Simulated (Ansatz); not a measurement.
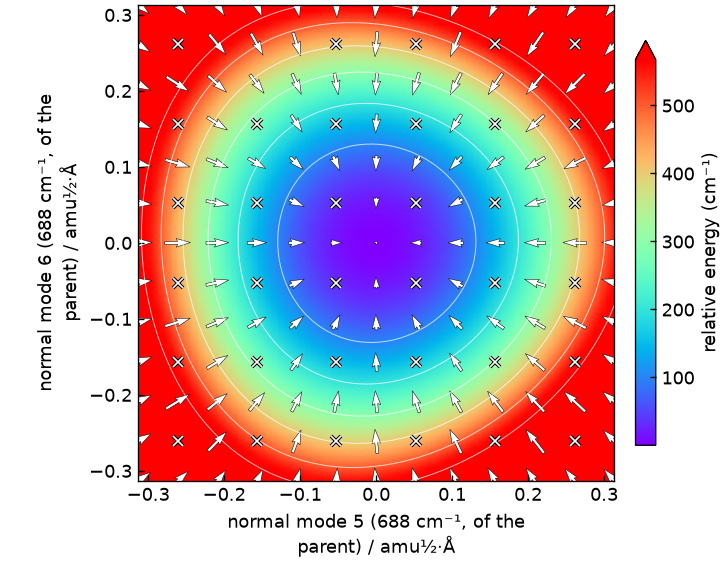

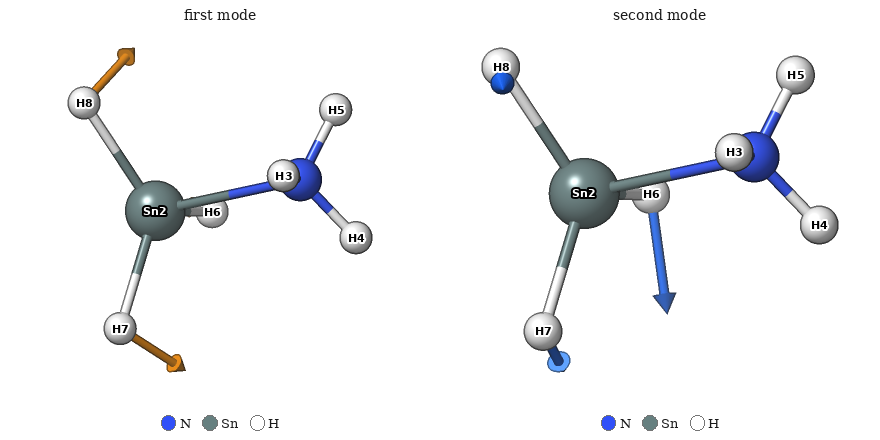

Energy landscape of H₆NSn, spin multiplicity 2. Coordinates scanned: (1) normal mode 5 (688 cm⁻¹, of the parent); (2) normal mode 6 (688 cm⁻¹, of the parent). Nothing is relaxed (straight displacements along the two mass-weighted modes). The grid has 13 × 13 points. At 35 points there is no value. Points are written as (first, second). All energies are given in cm⁻¹ relative to the lowest grid point. Near the degeneracy a single determinant is a rough description. Theory: UKS PBE0-D4/def2-TZVP (Ansatz).

The picture shows a smooth colour map with a few white contour lines, crosses at grid points without a value, arrows along the force (downhill), their lengths compressed, one colour for all values above the top of the scale. Between grid points the surface is interpolated. The second picture is the structure at the lowest point

**Summarise what can be read from the map.**

The lowest grid point is at (0.000 amu½·Å, 0.000 amu½·Å). No other kind of well shows on this grid. The highest grid point, (0.314 amu½·Å, −0.314 amu½·Å), lies 1289 cm⁻¹ above the lowest.

Each point was launched as `ansatz run input.yaml --threads 1 --pin off --max-ram 2560MiB --backend cpu --events-out ev --progress --plain --runs-dir out`. The whole map (134 points run) took 14 min on 1 thread of Arm Neoverse V2, on a shared host.
